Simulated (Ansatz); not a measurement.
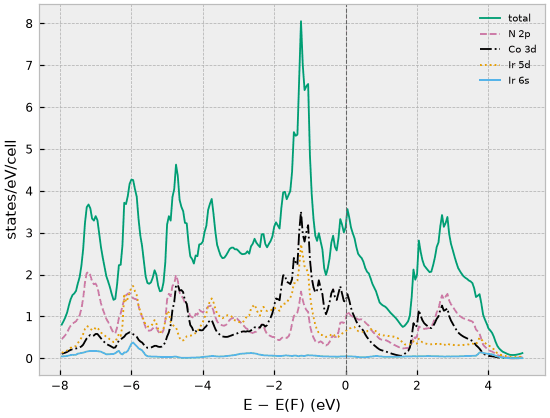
Total and projected density of states of CoIrN₂ in space group R-3m (No. 166; Co on 3b, Ir on 3a, N on 6c), PBEsol in the plane-wave PAW code Ansatz

**Question.** Which orbitals carry the states next to the Fermi level?

**Answer.** Within 0.5 eV of the Fermi level: Co 3d 44 %, N 2p 28 %, Ir 5d 22 %. Projections are on Löwdin-orthogonalised atomic valence shells; empty p or d shells of many metals are not among them.

**Question.** Where is the tallest occupied peak in this window, and what makes it?

**Answer.** Near -1.2 eV, about 8.1 states/eV per cell; the largest projected share is Co 3d.

The start of the workflow was typed in or built on a structure type; neither database checked (COD, Materials Project) lists it. Its standing as an ambient phase is unchecked. Symmetry was held in the PBEsol relaxation; its stability against distortions is not shown here. The final state is ferromagnetic, the only order run, not a proven ground state. Its formation energy is positive at this level, so the cell may be metastable or incomplete. No Hubbard U is applied. Spin–orbit coupling is left out wherever it is not named.

Potentials: the later of the program's two PAW sets.
